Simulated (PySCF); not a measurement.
# Cl3Dy (DyCl3): the cost of one run

Programs: PySCF 2.14.0, with routines of our own; each step states its level. All values are computed. Atoms count from 0.

## (1) The starting structure

4 atoms, charge 0, states of the metal's open shell are computed; geometry from: model geometry, bond lengths from ionic radii.

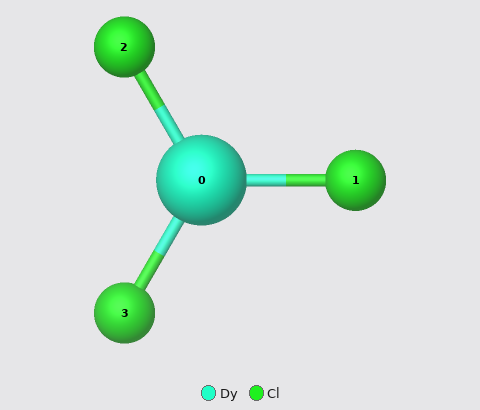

The starting geometry (dysprosium teal, chlorine green); sticks join atoms by distance alone.

## (2) Ligand-field states: state-averaged CASSCF

The job: settings as JSON, then the geometry in Å.

```
{"job": {"kind": "lf", "basis": {"metal": "x2c-TZVPall", "ligand": "x2c-SVPall"}, "nevpt": false, "roots": {"6": 21, "4": 128, "2": 130}}, "charge": 0, "metal": "Dy", "open_shell": "f9"}
Dy     0.000000     0.000000     0.000000
Cl     2.442000     0.000000     0.000000
Cl    -1.221000     2.114834     0.000000
Cl    -1.221000    -2.114834     0.000000
```

Level: state-averaged CASSCF of the metal f shell, state-interaction spin-orbit coupling.

The run is started by

```console
$ OMP_NUM_THREADS=1 python lf_run.py task.json out
```

One launch serves the whole session: the jobs run in the order shown.

Q: Estimate the wall time and peak memory of this first job on 1 thread of Arm Neoverse V2, shared host.

About 35 s, with a peak of 0.5 GiB.
